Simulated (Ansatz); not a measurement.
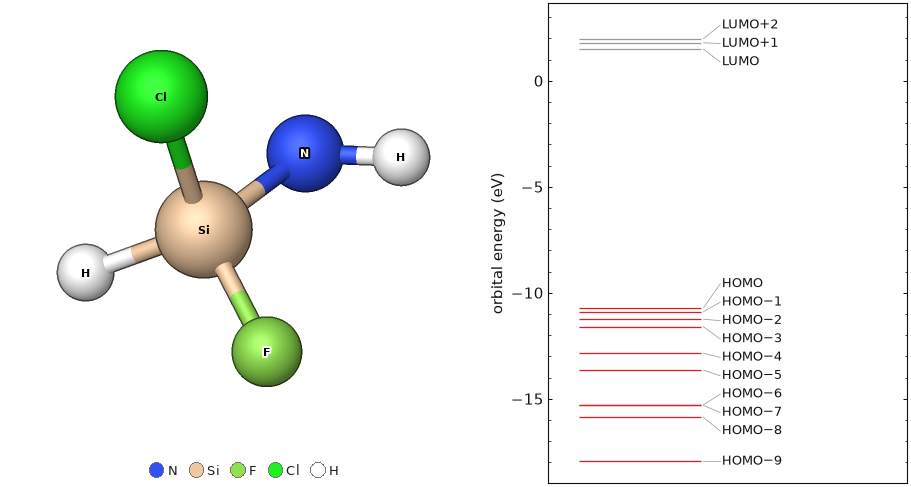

SiNH₂ClF, SMILES [NH][Si@@H](F)Cl, doublet. Kohn-Sham orbital energies near the frontier (alpha spin), BHLYP/def2-TZVPP in the Ansatz code, at a PBE0-D4/def2-TZVP geometry (a minimum by its frequencies), isolated molecule; empty levels in grey, levels within 0.03 eV side by side.

Where do the highest filled and lowest empty alpha orbitals lie?

Answer. HOMO at −10.70 eV, LUMO at 1.49 eV, 12.19 eV apart.

How far below the HOMO does the next level lie?

Answer. 0.18 eV.

And the beta frontier levels?

Answer. Beta HOMO −10.24 eV, beta LUMO −2.69 eV.

Known limits of this run: empty levels above zero depend strongly on the basis.
